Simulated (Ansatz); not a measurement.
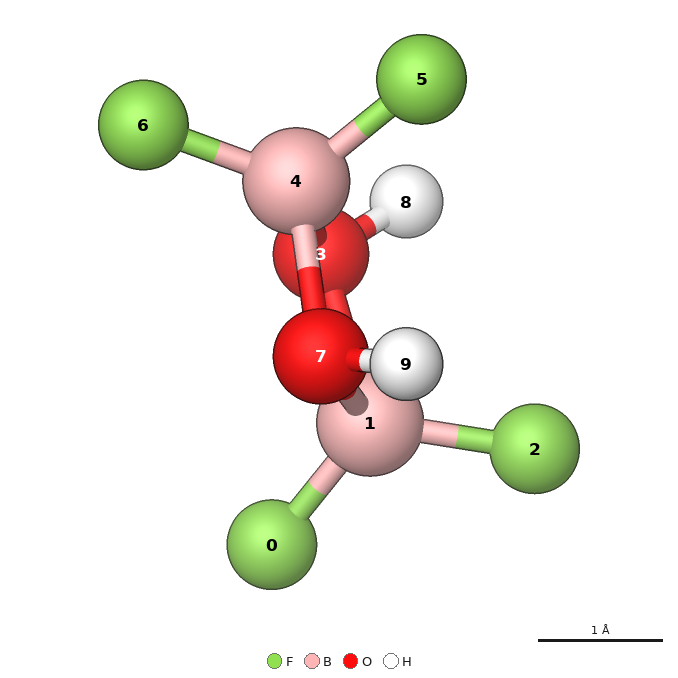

The picture shows the input geometry. Atoms are numbered from 0, in the order of the input.

The calculation was set up as follows.

```yaml
crystal:
  periodic: [false, false, false]
  atoms:
    - {symbol: F, position_ang: [0.141917, -2.247160, -0.171955]}
    - {symbol: B, position_ang: [-0.328130, -1.046925, 0.167844]}
    - {symbol: F, position_ang: [-1.475536, -1.018822, 0.881830]}
    - {symbol: O, position_ang: [0.759150, -0.148849, 0.806136]}
    - {symbol: B, position_ang: [0.547559, 0.915108, -0.298109]}
    - {symbol: F, position_ang: [-0.135205, 1.984249, 0.168662]}
    - {symbol: F, position_ang: [1.664369, 1.163981, -0.982047]}
    - {symbol: O, position_ang: [-0.385326, -0.075527, -1.035989]}
    - {symbol: H, position_ang: [0.557482, 0.153104, 1.698541]}
    - {symbol: H, position_ang: [-1.263182, 0.269740, -1.231914]}
basis:
  gaussian: {orbitals: cc-pVDZ, point_charges: [{charge: 2.00, position_ang: [6.464, 0.458, 0.025]}]}
hamiltonian: {xc: {name: wB97}}
```

It was started with:

```sh
ansatz run in.yaml --threads 8 --pin off --events-out ev --progress --plain --max-ram 18278MiB
```

What the program printed:

```
Functional definition: wB97
  name "wB97"
  cite "Chai & Head-Gordon, J. Chem. Phys. 128, 084106 (2008) doi:10.1063/1.2834918"
  cite "Becke, J. Chem. Phys. 107, 8554 (1997) doi:10.1063/1.475007"
  parameter omega = 0.4/bohr
  parameter cx1 = 1.13116
  parameter cx2 = -2.74915
  parameter cx3 = 12.0900
  parameter cx4 = -5.71642
  parameter css1 = -2.55352
  parameter css2 = 11.8926
  parameter css3 = -26.9452
  parameter css4 = 17.0927
  parameter cos1 = 3.99051
  parameter cos2 = -17.0066
  parameter cos3 = 1.07292
  parameter cos4 = 8.88211
  # The coefficients of nought are those of the uniform gas.
  exchange = spin_sum(e_x_unif_sr(omega)*poly(b97_u_x, 1, cx1, cx2, cx3, cx4)) + exact_x_lr(omega)
  correlation = spin_sum(e_c_pw_same_spin*poly(b97_u_same, 1, css1, css2, css3, css4))
      + integral(e_c_pw_opposite_spin*poly(b97_u_opposite, 1, cos1, cos2, cos3, cos4))
1238 factors; their error is unknown
356 factors; integrals over basis functions are off by at most 9.6e-6 eV
mean field evaluation 1: about -16348.2410 eV, gradient 6.3e1 eV
mean field evaluation 2: about -16350.5710 eV, gradient 5.6e1 eV
mean field evaluation 4: about -16354.8817 eV, gradient 1.9e0 eV
mean field evaluation 8: about -16354.7990 eV, gradient 2.3e-2 eV
mean field -16354.79900311 eV, -601.0277776834 hartree, gradient 4.7e-5 eV, S^2 0.000000; 0 other end points of the search recorded, 0 dependent functions left out
reference -16354.79899444 eV, -601.0277773647 hartree; 32, 32 occupied and 90, 90 virtual orbitals, 1238 factors
Total energy: -16354.79899444 eV, -601.0277773647 hartree
```

The run converged.
